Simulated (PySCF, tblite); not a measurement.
# C3H8F2OSi: geometry, infrared bands and NMR shifts

Aim: predict the infrared bands and NMR shifts of C3H8F2OSi (`CO[C@H](CF)[SiH2]F`).

Programs: tblite 0.8.0 and PySCF 2.14.0, with density-fitted response routines of our own. Each step states its level of theory. These are calculated values for one molecule in the gas phase, unless marked as measured. Atoms are numbered from 0 throughout.

### 1 The starting structure

15 atoms, charge 0, multiplicity 1; geometry from: force field or distance geometry start.

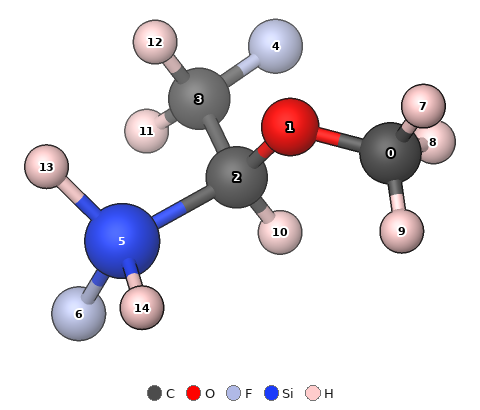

The starting geometry (carbon dark grey, oxygen red, fluorine light blue, silicon blue, hydrogen pink), atoms numbered; sticks join atoms by distance.

### 2 Relaxing the molecule with GFN2-xTB

Job settings and geometry (Å):

```
{"job": {"kind": "relax", "xc": "GFN2-xTB", "basis": "xTB"}, "charge": 0, "multiplicity": 1}
C      2.132700     0.370900    -0.212400
O      0.956200     0.342600     0.520000
C     -0.151400    -0.053700    -0.167300
C     -1.127700     1.126100    -0.143700
F     -0.603700     2.257100    -0.702200
Si    -1.076300    -1.475300     0.591000
F     -2.245500    -1.961700    -0.543500
H      2.940000     0.706300     0.489300
H      2.101700     1.043600    -1.087200
H      2.444700    -0.620400    -0.564500
H      0.013100    -0.285700    -1.241700
H     -2.115000     0.857300    -0.567500
H     -1.286100     1.362600     0.966800
H     -1.754800    -1.028800     1.795000
H     -0.232400    -2.633100     0.846200
```

On the command line:

```console
OMP_NUM_THREADS=1 python probes_run.py task.json out
```

This one command runs all jobs of the session in turn.

Standard output:

```text
step      E/eV     max force
  0    -701.97501    2.776
  1    -702.22720    1.031
  2    -702.27885    0.430
  3    -702.29773    0.472
  4    -702.33377    0.430
  5    -702.34922    0.275
  6    -702.36096    0.235
  7    -702.36820    0.192
  8    -702.37502    0.200
  9    -702.38059    0.189
 10    -702.38589    0.171
 11    -702.39048    0.193
 12    -702.39436    0.185
 13    -702.39794    0.143
 14    -702.40190    0.162
 15    -702.40619    0.175
 16    -702.41009    0.177
 17    -702.41314    0.172
 18    -702.41586    0.132
 19    -702.41901    0.171
 20    -702.42244    0.166
 21    -702.42541    0.118
 22    -702.42795    0.145
 23    -702.43089    0.204
 24    -702.43430    0.210
 25    -702.43702    0.136
 26    -702.43851    0.071
 27    -702.43935    0.070
 28    -702.44012    0.075
 29    -702.44095    0.081
 30    -702.44184    0.072
 31    -702.44291    0.079
 32    -702.44436    0.098
 33    -702.44610    0.117
 34    -702.44764    0.097
 35    -702.44882    0.096
 36    -702.45004    0.104
 37    -702.45187    0.143
 38    -702.45461    0.184
 39    -702.45777    0.192
 40    -702.46066    0.135
 41    -702.46324    0.121
 42    -702.46601    0.140
 43    -702.46864    0.208
 44    -702.47290    0.242
 45    -702.47656    0.168
 46    -702.48230    0.153
 47    -702.48459    0.144
 48    -702.48880    0.154
 49    -702.49026    0.114
 50    -702.49156    0.075
 51    -702.49316    0.113
 52    -702.49448    0.124
 53    -702.49625    0.102
 54    -702.49756    0.088
 55    -702.49931    0.092
 56    -702.50111    0.084
 57    -702.50269    0.079
 58    -702.50382    0.065
 59    -702.50474    0.064
 60    -702.50511    0.094
 61    -702.50589    0.069
 62    -702.50635    0.064
 63    -702.50739    0.058
 64    -702.50828    0.080
 65    -702.50966    0.100
 66    -702.51075    0.077
 67    -702.51171    0.073
 68    -702.51256    0.064
 69    -702.51324    0.074
 70    -702.51359    0.057
 71    -702.51380    0.034
 72    -702.51392    0.026
 73    -702.51405    0.031
 74    -702.51420    0.041
 75    -702.51439    0.036
 76    -702.51453    0.025
 77    -702.51463    0.027
 78    -702.51472    0.027
 79    -702.51483    0.030
 80    -702.51494    0.024
 81    -702.51501    0.017
 82    -702.51505    0.016
 83    -702.51509    0.023
 84    -702.51514    0.022
 85    -702.51520    0.018
 86    -702.51524    0.015
 87    -702.51527    0.013
 88    -702.51530    0.019
 89    -702.51535    0.020
 90    -702.51539    0.014
 91    -702.51542    0.013
 92    -702.51544    0.014
 93    -702.51548    0.014
 94    -702.51552    0.017
 95    -702.51558    0.018
 96    -702.51563    0.018
 97    -702.51567    0.015
 98    -702.51570    0.014
 99    -702.51573    0.013
100    -702.51577    0.014
101    -702.51581    0.014
102    -702.51586    0.016
103    -702.51592    0.017
104    -702.51599    0.017
105    -702.51607    0.016
106    -702.51614    0.014
107    -702.51619    0.012
108    -702.51621    0.006
```

Wall time 0.64 s (1 thread of Arm Neoverse V1, shared host).

The steps of the relaxation: (not every step is listed)

```
step  energy from step 0 (eV)  largest force (eV/Å)
   0                   0.0000                2.7760
   1                  -0.2522                1.0306
   2                  -0.3038                0.4300
   3                  -0.3227                0.4718
   4                  -0.3588                0.4295
   5                  -0.3742                0.2752
   6                  -0.3859                0.2352
   7                  -0.3932                0.1923
   8                  -0.4000                0.2003
  17                  -0.4381                0.1717
  26                  -0.4635                0.0707
  35                  -0.4738                0.0961
  44                  -0.4979                0.2421
  53                  -0.5212                0.1020
  62                  -0.5313                0.0637
  71                  -0.5388                0.0340
  80                  -0.5399                0.0241
  89                  -0.5403                0.0195
  98                  -0.5407                0.0136
 103                  -0.5409                0.0166
 104                  -0.5410                0.0172
 105                  -0.5411                0.0159
 106                  -0.5411                0.0142
 107                  -0.5412                0.0117
 108                  -0.5412                0.0064
```

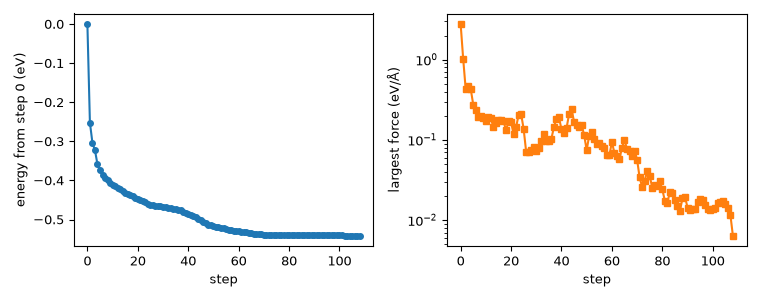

Energy and largest force along the relaxation.

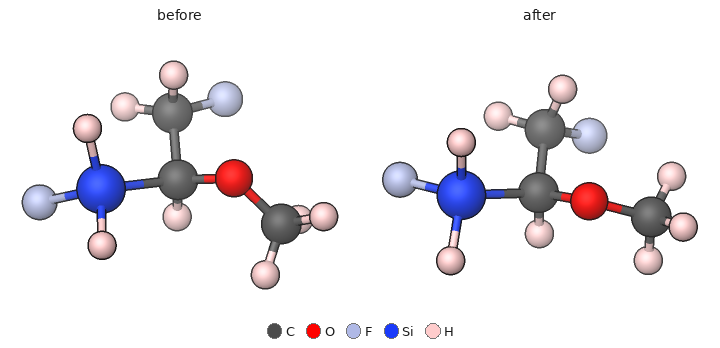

Before and after, at one scale.

Close pairs (by a distance rule), those that changed most:

```
  bond  before (Å)  after (Å)  change (Å)
Si5–F6       1.700      1.616      -0.084
 O1–C2       1.362      1.420      +0.058
C3–H12       1.146      1.094      -0.053
C2–Si5       1.858      1.909      +0.051
 C0–H7       1.121      1.089      -0.032
 C0–O1       1.386      1.410      +0.024
C3–H11       1.108      1.094      -0.014
 C3–F4       1.366      1.379      +0.013
```

The final coordinates are the input of the step that follows.

### 3 Harmonic vibrations with GFN2-xTB

Job settings and geometry (Å):

```
{"job": {"kind": "ir", "xc": "GFN2-xTB", "basis": "xTB"}, "charge": 0, "multiplicity": 1}
C      2.054139     0.579172    -0.055389
O      0.999618    -0.132827     0.552329
C     -0.183528    -0.237357    -0.226467
C     -0.950513     1.076166    -0.333722
F     -0.412529     1.906863    -1.294311
Si    -1.155899    -1.602759     0.687576
F     -2.589400    -1.723909    -0.048479
H      2.911656     0.479658     0.607918
H      1.812282     1.638433    -0.180232
H      2.298112     0.155551    -1.036477
H      0.078970    -0.547573    -1.251019
H     -1.986703     0.897252    -0.634347
H     -0.917589     1.623564     0.612656
H     -1.457687    -1.213881     2.053513
H     -0.505343    -2.890364     0.524538
```

Standard output:

```text
mode    cm-1     km/mol
  1      41.3      2.89
  2      83.2      6.03
  3      90.8      3.17
  4     123.0     10.20
  5     177.5      1.32
  6     198.0      3.78
  7     244.9      8.81
  8     356.8     10.29
  9     377.6     10.47
 10     417.6     43.08
 11     512.9     93.27
 12     550.9      5.61
 13     700.5    123.11
 14     755.2    233.28
 15     788.8    134.24
 16     827.2    185.03
 17     872.1     24.24
 18    1000.7     73.71
 19    1013.1      9.58
 20    1061.8     47.46
 21    1099.6     71.40
 22    1130.8      3.81
 23    1148.3      8.81
 24    1203.8      1.34
 25    1235.0     18.50
 26    1299.2      9.92
 27    1334.4     11.06
 28    1408.6      1.21
 29    1431.0      1.13
 30    1471.1      4.22
 31    1488.2      4.68
 32    2354.2    342.70
 33    2365.9     92.81
 34    2839.9     49.38
 35    2921.1     44.58
 36    2956.1     30.05
 37    2964.0     26.94
 38    2968.4     31.25
 39    3023.3     23.30
```

Run time: 0.43 s. Hardware: 1 thread of Arm Neoverse V1, shared host.

The strongest bands and the atoms that carry them (share of the mass-weighted mode):

```
cm⁻¹  km/mol                                 atoms
 513    93.3          H14 32 %, H13 29 %, Si5 18 %
 700   123.1                    H13 48 %, H14 41 %
 755   233.3                    H13 48 %, H14 46 %
 789   134.2  F6 33 %, Si5 25 %, C2 23 %, H10 10 %
 827   185.0  Si5 30 %, F6 23 %, C2 20 %, H10 13 %
1001    73.7             C3 44 %, F4 32 %, C2 15 %
2354   342.7                    H14 50 %, H13 46 %
2366    92.8                    H13 51 %, H14 47 %
```

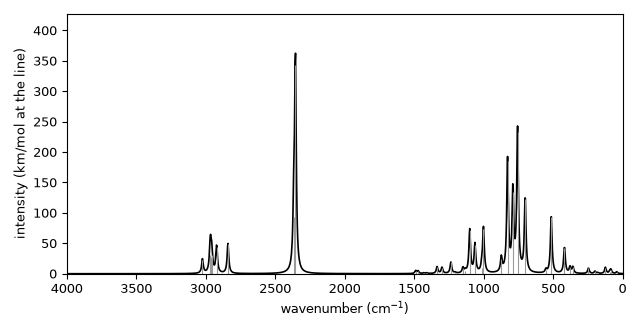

The infrared spectrum from these modes, unscaled. Lines are broadened to a width of 14 cm⁻¹ (Lorentzian).

### 4 Nuclear shieldings: PBE0/pcSseg-1

Settings changed since step 3:

```diff
@@ -1,2 +1,2 @@
-{"job": {"kind": "ir", "xc": "GFN2-xTB", "basis": "xTB"}, "charge": 0, "multiplicity": 1}
+{"job": {"kind": "nmr", "xc": "PBE0", "basis": "pcSseg-1"}, "charge": 0, "multiplicity": 1}
 C      2.054139     0.579172    -0.055389
```

Method: GIAO PBE0/pcSseg-1 NMR shielding, non-relativistic, gas phase.

Standard output:

```text
coarse grid: 13104 points
cycle   1  E = -682.8065413721  dE =  6.265e-01  |g| = 8.123e-01  |ddm| = 3.279e+00
cycle   2  E = -682.6784150624  dE =  1.281e-01  |g| = 1.230e+00  |ddm| = 1.450e+00
cycle   3  E = -682.9147280318  dE = -2.363e-01  |g| = 6.589e-02  |ddm| = 9.217e-01
cycle   4  E = -682.9153925598  dE = -6.645e-04  |g| = 3.181e-02  |ddm| = 6.708e-02
cycle   5  E = -682.9155991443  dE = -2.066e-04  |g| = 7.765e-03  |ddm| = 2.740e-02
cycle   6  E = -682.9156086242  dE = -9.480e-06  |g| = 2.434e-03  |ddm| = 6.257e-03
final grid: 122944 points
cycle   7  E = -682.9793686983  dE = -2.749e-05  |g| = 1.320e-02  |ddm| = 2.195e-02
cycle   8  E = -682.9793292983  dE =  3.940e-05  |g| = 2.014e-02  |ddm| = 1.937e-02
cycle   9  E = -682.9793988682  dE = -6.957e-05  |g| = 1.028e-03  |ddm| = 1.227e-02
cycle  10  E = -682.9793991009  dE = -2.328e-07  |g| = 2.203e-04  |ddm| = 1.098e-03
cycle  11  E = -682.9793991117  dE = -1.075e-08  |g| = 6.031e-05  |ddm| = 2.215e-04
cycle  12  E = -682.9793991122  dE = -4.936e-10  |g| = 2.543e-05  |ddm| = 4.973e-05
converged SCF energy = -682.9793991122

GIAO shielding tensors (ppm)
atom      isotropic    diamagn.    paramagn.     s11        s22        s33       span
  0 C      122.431     244.908    -122.477     89.059     97.371    180.864     91.805
  1 O      316.677     398.544     -81.867    265.564    328.348    356.119     90.554
  2 C      109.441     252.552    -143.111     89.147     91.643    147.533     58.386
  3 C       95.240     243.509    -148.269     57.664     84.578    143.478     85.814
  4 F      399.930     473.842     -73.912    352.373    381.883    465.535    113.161
  5 Si     359.120     877.431    -518.311    319.883    348.005    409.471     89.588
  6 F      394.865     467.709     -72.844    374.266    382.237    428.093     53.827
  7 H       27.890      28.927      -1.038     23.937     25.360     34.373     10.436
  8 H       27.696      29.982      -2.286     23.488     26.579     33.020      9.532
  9 H       28.426      29.846      -1.420     25.012     26.146     34.119      9.108
 10 H       27.908      32.606      -4.699     25.393     27.482     30.848      5.455
 11 H       26.617      29.330      -2.713     21.243     28.143     30.464      9.221
 12 H       26.598      30.043      -3.445     22.669     27.201     29.925      7.256
 13 H       27.032      28.954      -1.922     23.743     25.892     31.461      7.718
 14 H       26.766      28.590      -1.823     23.406     25.483     31.410      8.004
```

It took 28 s on 1 thread of Arm Neoverse V1, shared host; peak memory 0.75 GiB.

Shifts follow as δ = σ(reference) − σ, with reference shieldings (ppm) from runs at the same level and on the same kind of geometry: 1H TMS 31.72, 13C TMS 186.9, 29Si TMS 349.2, 19F CFCl3 170.9, 17O H2O 336.1. The references are single molecules in the gas phase, so shifts against H2O, NH3, PH3, H3PO4 or CFCl3 are not on the usual liquid scales and can be off by tens of ppm. Atoms listed in one row are averaged.

```
     atoms                               environment  σ (ppm)  δ (ppm)  δ scaled to CDCl3
        C3                       sp3 CH2 bonded to F     95.2     91.7               87.6
        C2                 sp3 CH bonded to O and Si    109.4     77.5               73.7
        C0                 methyl carbon bonded to O    122.4     64.5               61.0
       H12        hydrogen on an sp3 CH2 bonded to F    26.60     5.12               4.93
       H11        hydrogen on an sp3 CH2 bonded to F    26.62     5.10               4.91
       H14      hydrogen on a silicon bonded to C, F    26.77     4.95                  –
       H13      hydrogen on a silicon bonded to C, F    27.03     4.68                  –
       H10  hydrogen on an sp3 CH bonded to O and Si    27.91     3.81               3.70
H7, H8, H9   hydrogen on a methyl carbon bonded to O    28.00     3.71               3.61
        O1                              ether oxygen    316.7     19.4                  –
        F6                     fluorine bonded to Si    394.9   -223.9                  –
        F4                 fluorine on an sp3 carbon    399.9   -229.0                  –
       Si5               silicon bonded to C, F, 2 H    359.1    -10.0                  –
```

The scaled column applies a straight-line fit of computed shieldings to shifts measured in CDCl3, and one for carbons that bear F (root-mean-square error 0.16 ppm for H, 1.9 ppm for C).

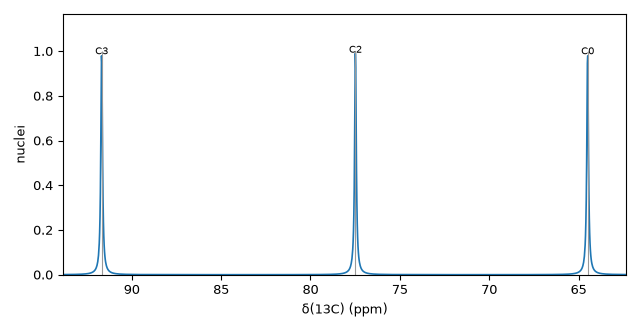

13C lines at the computed shifts, without couplings. Lines are broadened to a width of 0.11 ppm (Lorentzian).

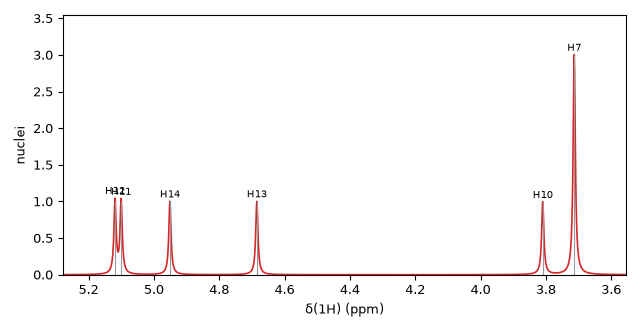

1H lines at the computed shifts, without couplings. Lines are broadened to a width of 0.01 ppm (Lorentzian).

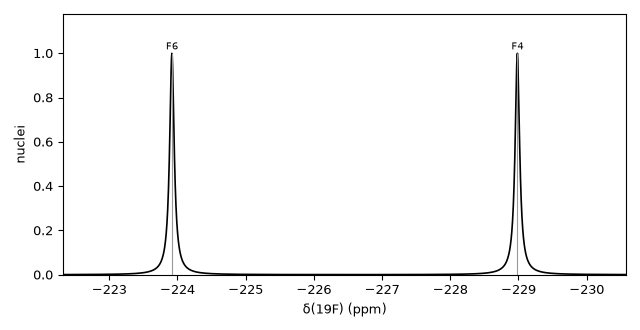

19F lines at the computed shifts, without couplings. Lines are broadened to a width of 0.08 ppm (Lorentzian).

Charges from the same density, by scheme (e):

```
atoms  Mulliken    IAO  Hirshfeld  ESP fit
   C0     -0.02  -0.20      -0.04    -0.16
   O1     -0.53  -0.40      -0.15    -0.31
   C2     -0.30  -0.22      -0.05    -0.12
   C3      0.20   0.02       0.01     0.07
   F4     -0.34  -0.33      -0.12    -0.24
  Si5      0.97   1.10       0.43     0.56
   F6     -0.44  -0.55      -0.21    -0.30
```

Hirshfeld charges:

C0 -0.04; O1 -0.15; C2 -0.05; C3 0.01; F4 -0.12; Si5 0.43; F6 -0.21; H7 0.05; H8 0.04; H9 0.04; H10 0.04; H11 0.05; H12 0.05; H13 -0.07; H14 -0.07

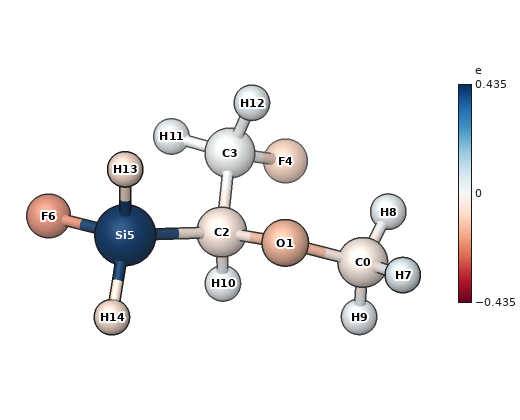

Hirshfeld charges, as colours on the atoms.

Mayer bond orders: C0–O1 0.91, O1–C2 0.88, C2–C3 1.01, C3–F4 0.88, C2–Si5 0.85, Si5–F6 0.90.

The fields below are evaluated on a grid from the run's orbitals.

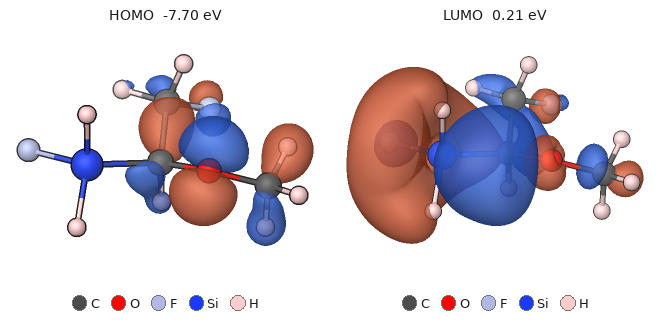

PBE0/pcSseg-1 orbitals near the gap, drawn at the value that encloses 70 % of each; the two colours are the two signs.

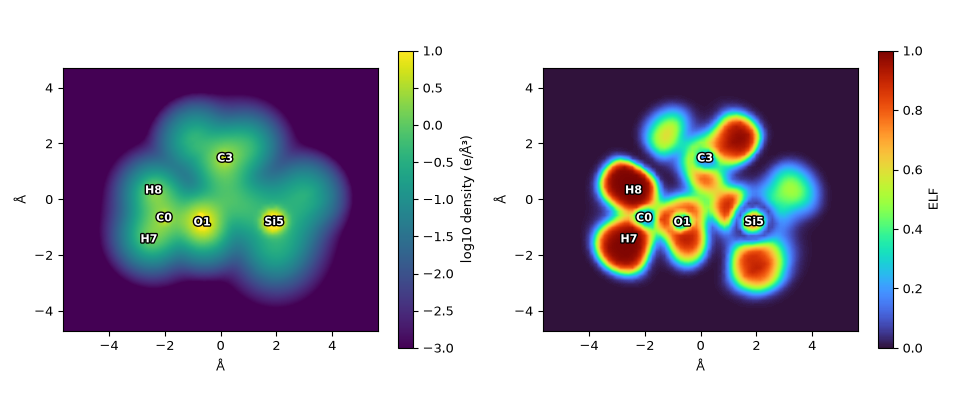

Density (left) and ELF (right) in a plane through or near 6 of the atoms.

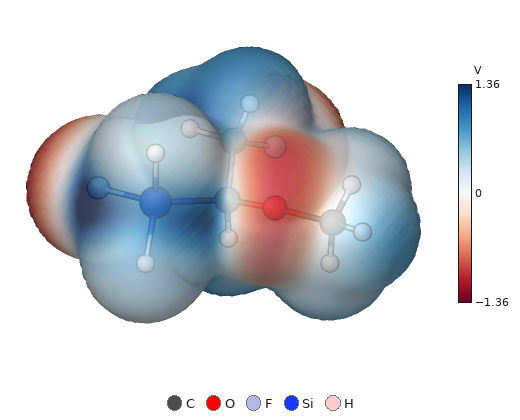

Electrostatic potential on the surface of density 0.002 e/bohr³; red is low, blue high. It runs from -0.98 V near F6 to 1.36 V near H13.

### 5 Summary of results

| quantity | value |
| --- | --- |
| strongest single infrared mode (GFN2-xTB) | 2354 cm⁻¹, 343 km/mol |
| zero-point energy (GFN2-xTB) | 67.0 kcal/mol |
| 13C shifts against TMS (PBE0/pcSseg-1) | 91.7, 77.5, 64.5 ppm |
| 1H shifts against TMS (PBE0/pcSseg-1, means over atoms taken as alike) | 5.12, 5.10, 4.95, 4.68, 3.81, 3.71 ppm |
| 17O shifts against H2O (PBE0/pcSseg-1) | 19.4 ppm |
| 19F shifts against CFCl3 (PBE0/pcSseg-1) | -223.9, -229.0 ppm |
| 29Si shifts against TMS (PBE0/pcSseg-1) | -10.0 ppm |
| surface potential, least and greatest | -0.98 V and 1.36 V |

**Reading.** Relaxing lowered the energy by 0.541 eV in 108 steps; the close pair that moved most is Si5–F6, from 1.700 to 1.616 Å. No mode is imaginary among the 39: a minimum at this level. The strongest single mode, at 2354 cm⁻¹, moves mainly H14 and H13. Unscaled tight-binding wavenumbers are off by several per cent, some by more. Its intensities can rank the bands wrongly. At PBE0/pcSseg-1: Shielding is most anisotropic at F4 (span 113 ppm, paramagnetic term -74 ppm).
